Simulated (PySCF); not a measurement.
C2H5ClGe, SMILES [GeH3]/[CH]=C\Cl at its PBE/def2-SVP optimised geometry (Å):

```
9

Cl     2.4576     0.7195    -0.0007
C      1.4920    -0.7328     0.0000
C      0.1481    -0.7328     0.0000
Ge    -0.9765     0.8686     0.0000
H      2.1129    -1.6438     0.0002
H     -0.3361    -1.7248     0.0003
H     -2.4576     0.4095    -0.0002
H     -0.7036     1.7243     1.2632
H     -0.7033     1.7248    -1.2628
```

Calculation: PBE/def2-TZVP in PySCF.

Map of the deformation density (molecule minus spherical neutral atoms) (e/bohr³) on the plane z = 0.6 Å:

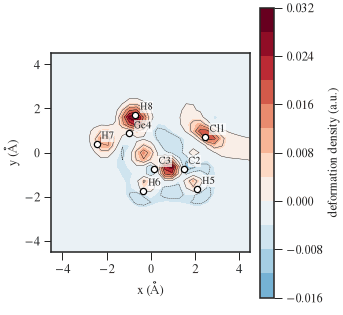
*Deformation density (molecule minus spherical neutral atoms) (e/bohr³) on the plane z = 0.6 Å.*
